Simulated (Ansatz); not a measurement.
# One shape, several levels: BHF2 (SMILES FBF)

Wanted: a comparison of 6 runs (PBE0/STO-3G, r2SCAN0/STO-3G, BCCD(T)/STO-3G, CCSDTQ/STO-3G, CCSD(T)/STO-3G, FCI/STO-3G) of BHF2. 

Program for the calculation: Ansatz 0.2.0.

54 further runs of the same task are left out: 1 that didn't finish, 53 set aside as unsound or not needed.

## (1) The structure to begin with

The species is BHF2 (4 atoms), meant as a singlet with charge 0. SMILES: `FBF`. The F3–B2 distance was set to 1.641 Å, away from the relaxed value.

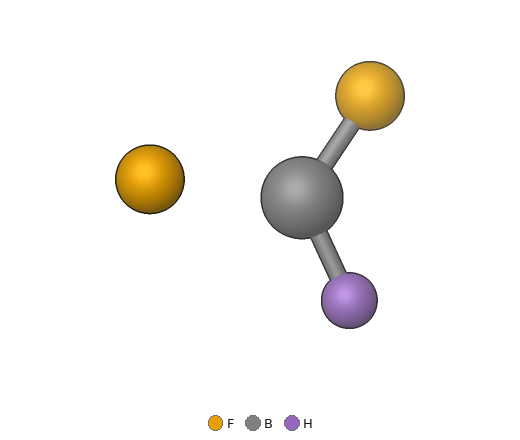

Viewed from a chosen angle; fluorine amber, boron grey, hydrogen purple.

## (2) A single-point energy at PBE0/STO-3G (run 1)

File job.yaml:

```yaml
crystal:
  periodic: [false, false, false]
  atoms:
    - symbol: F
      position_ang: [1.427714, 0.316955, -0.245858]
    - symbol: B
      position_ang: [0.271514, -0.170945, 0.141242]
    - symbol: F
      position_ang: [-1.095400, 0.528700, -0.438900]
    - symbol: H
      position_ang: [0.216414, -1.094545, 0.891642]
basis:
  gaussian: {orbitals: STO-3G}
magnetization: {spin_polarized: false, initial_magnetization: 0}
hamiltonian: {xc: {name: PBE0}}
accuracy: high
```

The run is started by

```console
$ ansatz run job.yaml --threads 1 --pin off --max-ram 2610MiB --events-out events.jsonl --progress --plain --runs-dir runs
```

Log:

```text
Warning: RAYON_NUM_THREADS=1 ignored (pool sized by the plan → 1); use --threads N
Functional definition: PBE0
  name "PBE0"
  parameter a = 0.25
  parameter kappa = 0.804
  parameter beta = 0.06672455060314922
  exchange = (1 - a)*pbe_x(kappa = kappa, mu = beta*pi^2/3) + a*exact_x
  correlation = pbe_c(beta = beta)
271 factors; integrals over basis functions are off by at most 3.8e-8 eV
mean field evaluation 1: about -6033.3697 eV, gradient 1.9e1 eV
mean field evaluation 2: about -6025.7437 eV, gradient 5.9e1 eV
mean field evaluation 4: about -6034.9259 eV, gradient 2.4e0 eV
mean field evaluation 8: about -6034.9120 eV, gradient 5.9e-2 eV
mean field evaluation 16: about -6034.9120 eV, gradient 2.5e-6 eV
mean field -6034.91198791 eV, -221.7789249454 hartree, gradient 1.7e-8 eV, S^2 0.000000; 0 other end points of the search recorded, 0 dependent functions left out
reference -6034.91198888 eV, -221.7789249810 hartree; 12, 12 occupied and 4, 4 virtual orbitals, 271 factors
Total energy: -6034.91198888 eV, -221.7789249810 hartree
```

Wall time 0.54 s (1 thread of Intel Xeon Platinum 8488C (Sapphire Rapids), shared host).

## (3) The energy at r2SCAN0/STO-3G (run 2)

File run.yaml:

```yaml
crystal:
  periodic: [false, false, false]
  atoms:
    - {symbol: F, position_ang: [1.427714, 0.316955, -0.245858]}
    - {symbol: B, position_ang: [0.271514, -0.170945, 0.141242]}
    - {symbol: F, position_ang: [-1.095400, 0.528700, -0.438900]}
    - {symbol: H, position_ang: [0.216414, -1.094545, 0.891642]}
basis:
  gaussian: {orbitals: STO-3G}
hamiltonian: {xc: {name: r2SCAN0}}
accuracy: high
```

The run is started by

```console
$ ansatz run run.yaml --threads 1 --pin off --max-ram 2610MiB --events-out events.jsonl --progress --plain --runs-dir runs
```

Log:

```text
Warning: RAYON_NUM_THREADS=1 ignored (pool sized by the plan → 1); use --threads N
Functional definition: r2SCAN0
  name "r2SCAN0"
[... 1 set-up line as earlier in the session ...]
  parameter k0 = 0.174
  parameter k1 = 0.065
  parameter a1 = 4.9479
  exchange = (1 - a)*r2scan_x(k0 = k0, k1 = k1, a1 = a1) + a*exact_x
  correlation = r2scan_c
271 factors; integrals over basis functions are off by at most 3.8e-8 eV
mean field evaluation 1: about -6036.4265 eV, gradient 2.0e1 eV
mean field evaluation 2: about -6031.0279 eV, gradient 5.0e1 eV
mean field evaluation 4: about -6038.0946 eV, gradient 1.9e0 eV
mean field evaluation 8: about -6038.0593 eV, gradient 5.3e-2 eV
mean field evaluation 16: about -6038.0594 eV, gradient 9.3e-8 eV
mean field -6038.05935077 eV, -221.8945883971 hartree, gradient 7.3e-8 eV, S^2 0.000000; 0 other end points of the search recorded, 0 dependent functions left out
reference -6038.05935097 eV, -221.8945884044 hartree; 12, 12 occupied and 4, 4 virtual orbitals, 271 factors
Total energy: -6038.05935097 eV, -221.8945884044 hartree
```

It took 1.1 s on 1 thread of Intel Xeon Platinum 8488C (Sapphire Rapids), shared host; peak memory 0.14 GiB.

Runs 3 to 4 aren't shown in full; the table further down has their settings and results.

## (4) The energy at CCSD(T)/STO-3G (run 5)

File in.yaml:

```yaml
crystal:
  periodic: [false, false, false]
  atoms:
    - {symbol: F, position_ang: [1.427714, 0.316955, -0.245858]}
    - {symbol: B, position_ang: [0.271514, -0.170945, 0.141242]}
    - {symbol: F, position_ang: [-1.095400, 0.528700, -0.438900]}
    - {symbol: H, position_ang: [0.216414, -1.094545, 0.891642]}
basis:
  gaussian: {orbitals: STO-3G}
correlation: {method: ccsd_t, frozen_orbitals: {B: 1, F: 1, H: 0}}
scf: {omitted_lower_state_checks: [cluster_reference, increment]}
accuracy: high
```

The run is started by

```console
$ ansatz run in.yaml --threads 1 --pin off --max-ram 2610MiB --events-out events.jsonl --progress --plain --runs-dir runs
```

Log (excerpt; [...] marks lines left out):

```text
Warning: RAYON_NUM_THREADS=1 ignored (pool sized by the plan → 1); use --threads N
Functional definition: HF
  name "HF"
[...]
271 factors; integrals over basis functions are off by at most 3.8e-8 eV
[...]
mean field -6015.38717559 eV, -221.0614013272 hartree, gradient 8.9e-9 eV, S^2 0.000000; 0 other end points of the search recorded, 0 dependent functions left out
3 core orbitals not correlated: weight in the atoms' cores, before any rotation towards them, 1.000 or more for the frozen orbitals, at most 0.000 for the correlated occupied ones
reference -6015.38717559 eV, -221.0614013272 hartree; 9, 9 occupied and 4, 4 virtual orbitals, 271 factors
second order -2.38870358 eV of doubles, -0.00000000 eV of singles
cycle   1  -2.61898900 eV  change   -2.3e-1 eV  update   1.0e-1
[...]
cycle  20  -2.96242002 eV  change   -1.6e-9 eV  update   1.4e-9
perturbative correction -0.21391999 eV, -0.0078614148 hartree
Total energy: -6018.56351561 eV, -221.1781296697 hartree
Checks for a lower state left out: cluster_reference, increment
```

Run time: 0.12 s. Hardware: 1 thread of Intel Xeon Platinum 8488C (Sapphire Rapids), shared host.

## (5) The energy at FCI/STO-3G (run 6)

Edit run.yaml of step 3 so:

```diff
@@ -8,4 +8,7 @@
 basis:
-  gaussian: {orbitals: STO-3G}
-hamiltonian: {xc: {name: r2SCAN0}}
+  gaussian:
+    orbitals: STO-3G
+correlation:
+  method: fci
+  frozen_orbitals: {B: 1, F: 1, H: 0}
 accuracy: high
```

The run is started by

```console
$ ansatz run run.yaml --threads 1 --pin off --max-ram 2610MiB --events-out events.jsonl --progress --plain --runs-dir runs
```

Log:

```text
Warning: RAYON_NUM_THREADS=1 ignored (pool sized by the plan → 1); use --threads N
[... 2 set-up lines as earlier in the session ...]
  exchange = exact_x
  correlation = 0
271 factors; integrals over basis functions are off by at most 3.8e-8 eV
mean field evaluation 1: about -6011.4892 eV, gradient 2.8e1 eV
mean field evaluation 2: about -6011.5333 eV, gradient 2.9e1 eV
mean field evaluation 4: about -6015.3565 eV, gradient 2.0e0 eV
mean field evaluation 8: about -6015.3872 eV, gradient 7.1e-2 eV
mean field -6015.38717559 eV, -221.0614013272 hartree, gradient 8.9e-9 eV, S^2 0.000000; 0 other end points of the search recorded, 0 dependent functions left out
3 core orbitals not correlated: weight in the atoms' cores, before any rotation towards them, 1.000 or more for the frozen orbitals, at most 0.000 for the correlated occupied ones
reference -6015.38717559 eV, -221.0614013272 hartree; 9, 9 occupied and 4, 4 virtual orbitals, 271 factors
state -6018.60857887 eV, -221.1797857142 hartree
Total energy: -6018.60857887 eV, -221.1797857142 hartree
```

Wall time 1.6 s (1 thread of Intel Xeon Platinum 8488C (Sapphire Rapids), shared host); peak memory 0.12 GiB.

## (6) Overview of the runs

```
run           level  frozen core orbitals  energy (Eh)  wall time
  1     PBE0/STO-3G                     –  -221.778925     0.54 s
  2  r2SCAN0/STO-3G                     –  -221.894588      1.1 s
  3  BCCD(T)/STO-3G                     3  -221.178054     0.14 s
  4   CCSDTQ/STO-3G                     3  -221.179860        6 s
  5  CCSD(T)/STO-3G                     3  -221.178130     0.12 s
  6      FCI/STO-3G                     3  -221.179786      1.6 s
```

## (7) Summary of results

```
                                          quantity          value
                               run 6: total energy  -221.17979 Eh
run 6: correlation energy (3 core orbitals frozen)     -118.4 mEh
```

Against full CI in this basis: BCCD(T) +1.7 mEh; CCSDTQ -0.1 mEh; CCSD(T) +1.7 mEh. Totals of different functionals can't be ranked against each other. In runs 1, 2, 3, 4, 5, 6 the basis is minimal, so the values are rough. All runs together took 9.5 s, the longest 6 s.
